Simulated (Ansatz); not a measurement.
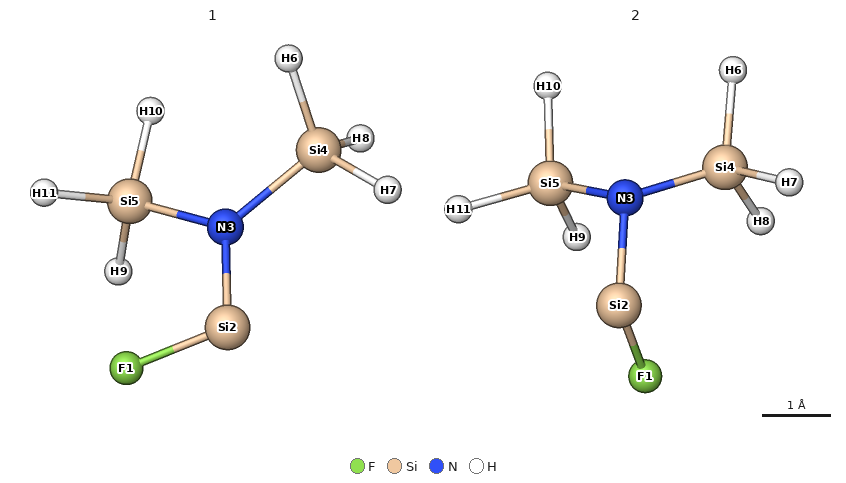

Two geometries of Si3NH6F (coarse preliminary run), drawn at one scale. One is the start of a relaxation, the other its converged end. Style: ball-and-stick. Shown at a tilt.

Level of theory: RKS PBE-D4/def2-SVP (Ansatz 0.2.0). Set-up: force threshold 0.03 eV/Å; at most 200 steps.

> Which geometry has the lower energy?

Structure 1 is the relaxed one. The start comes from a force field. After 16 geometry steps the energy has fallen by 1.724 eV. The largest force component goes from 5.6 to 0.022 eV/Å. The largest move after the best rigid fit is that of F1, 1.53 Å. By element the largest moves are F 1.53 Å, H 1.27 Å, N 0.73 Å, Si 0.57 Å. Some distances before and after: Si4–Si5 2.705 → 3.087 Å, Si2–Si5 2.770 → 3.087 Å, Si2–Si4 2.762 → 3.065 Å, N3–Si4 1.606 → 1.780 Å. Bond angles that change, for instance: F1–Si2–N3 110.7° → 97.4°, Si2–N3–Si5 109.7° → 120.6°, Si4–N3–Si5 109.5° → 119.3°. Cost: 21 s on 4 threads of Arm Neoverse V2 (shared host).
